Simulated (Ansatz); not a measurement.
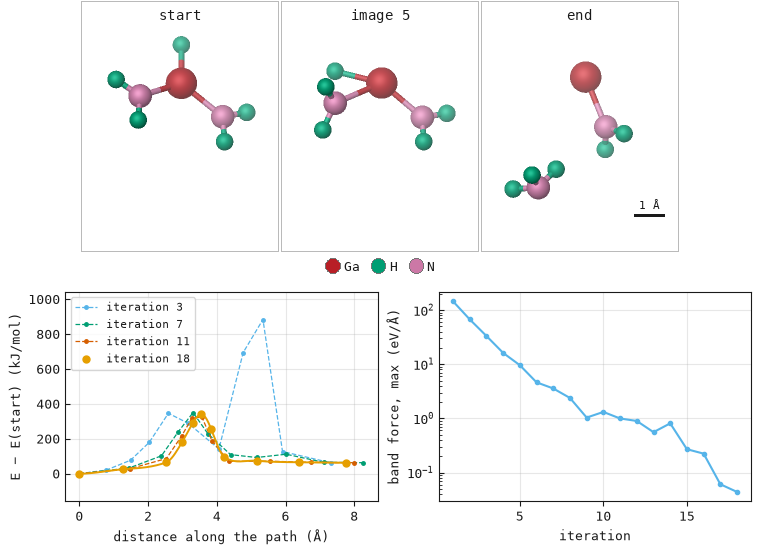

A nudged-elastic-band calculation for GaN2H5. Images are numbered from 0 (start) to 10 (end). The plot follows the band through its iterations. A ball-and-stick model, seen at a tilt.

These are results of RHF/def2-SVP in Ansatz 0.2.0, not measurements. Settings: 9 movable images; climbing image; force threshold 0.05 eV/Å; iteration limit 60; starting path through a guess of the saddle point.

> How did the profile develop, and is the result final?

The run is converged, with reservations. The band converged in 18 iterations. The largest component of the band force went from 150 to 0.044 eV/Å. The climbing image converged on the top of the path. Its curvatures weren't checked. The first iteration put the highest image at 3355.8 kJ/mol. The energy climbs by 340.7 kJ/mol to image 5 and then falls by 277.5 kJ/mol, so the end point sits at +63.1 kJ/mol.

Limits of the set-up: Hartree-Fock leaves out electron correlation.

Cost: 3.5 min on 1 thread of Intel(R) Xeon(R) Platinum 8488C (Sapphire Rapids), on a shared host, peak memory 0.18 GiB.
